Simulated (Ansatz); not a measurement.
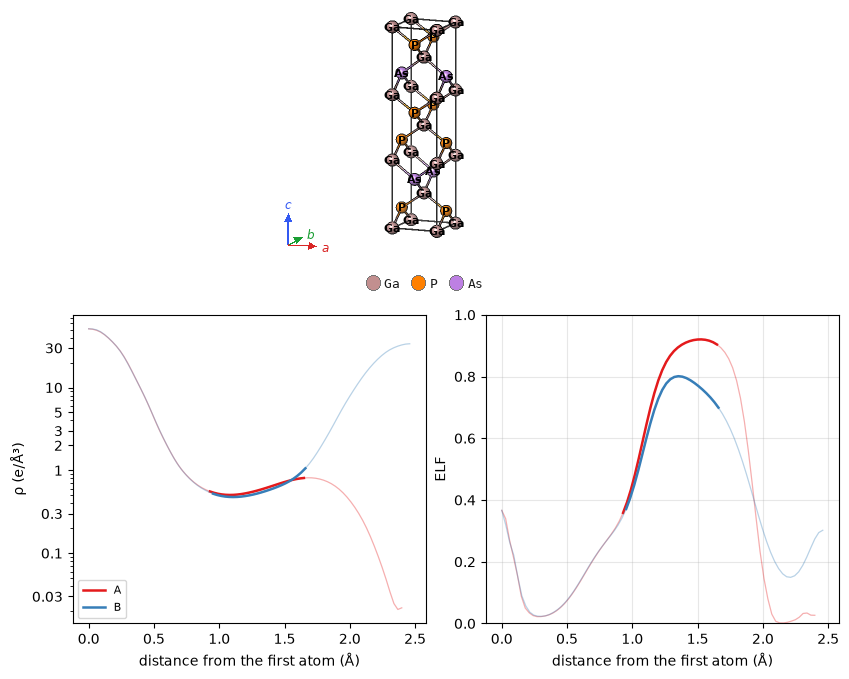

*Ga$_{3}$AsP$_{2}$. Valence electron density and electron localisation function along straight lines between neighbouring atoms. Thin, pale parts lie inside the atomic spheres. The structure is drawn too.*

Space group I-4m2; a structure generated by program, which may or may not match a known phase; computed pressure about −3 GPa in this cell.

These are results of DFT r2SCAN, scalar-relativistic, plane waves, PAW in Ansatz 0.2.0, not measurements.

The density is the valence pseudo-density of a PAW calculation; it isn't the true density close to the nuclei.

Input file:

```
crystal:
  lattice:
    - [-1.9735282, 1.9735282, 8.3829168]
    - [1.9735282, -1.9735282, 8.3829168]
    - [1.9735282, 1.9735282, -8.3829168]
  atoms:
    - { symbol: Ga, position: [0.0, 0.0, 0.0] }
    - { symbol: Ga, position: [0.662527, 0.662527, 0.0] }
    - { symbol: Ga, position: [0.337473, 0.337473, 0.0] }
    - { symbol: P, position: [0.5813, 0.0813, 0.5] }
    - { symbol: P, position: [0.9187, 0.4187, 0.5] }
    - { symbol: As, position: [0.25, 0.75, 0.5] }
basis:
  ecutwfc: 500
kpoints:
  mp_grid: { grid: [10, 10, 10] }
  band_path:
    path:
      - [[0.0, 0.0, 0.0], [0.0, 0.0, 0.5], [0.25, 0.25, 0.25], [0.0, 0.5, 0.0], [0.0, 0.0, 0.0], [0.5, 0.5, -0.5], [0.26385595, 0.73614405, -0.26385595]]
      - [[-0.26385595, 0.26385595, 0.26385595], [0.0, 0.0, 0.0]]
      - [[0.0, 0.0, 0.5], [-0.0277119, 0.0277119, 0.5]]
      - [[0.5, 0.5, -0.0277119], [0.5, 0.5, -0.5]]
    npoints: 14
hamiltonian:
  xc: r2scan
scf:
  occupations: { method: gaussian, width: 0.02 }
  n_extra_bands: 15
output:
  forces: true
  stress: true
  eigenvalues: true
  populations: true
  dos: { projected: true, de: 0.02, nscf_kmesh: { grid: [15, 15, 15] } }
  bader: true
  write_density: true
  write_potential: true
  elf: true
  volumetric_format: npy
```

Command:

```sh
ansatz run input.yaml --threads 4 --pin off --max-ram 8192MiB --backend cpu --events-out ev --progress --plain --runs-dir out
```

Below, planes, directions and counts refer to the conventional cell (a = 3.95 Å, b = 3.95 Å, c = 16.77 Å, α = 90.00°, β = 90.00°, γ = 90.00°).

> Which curve belongs to which contact (Ga–As and Ga–P)? The first atom named is at distance zero.

Curve A: Ga–P (2.40 Å): ρ at the midpoint is about 0.53 e/Å³; the ELF peaks at about 0.90 in the valence shell of P, 0.9 Å from its nucleus, and is about 0.80 at the midpoint. Curve B: Ga–As (2.46 Å): the density is about 0.5 e/Å³ at the midpoint; the ELF peaks at about 0.80 between the atoms (a covalent bond).
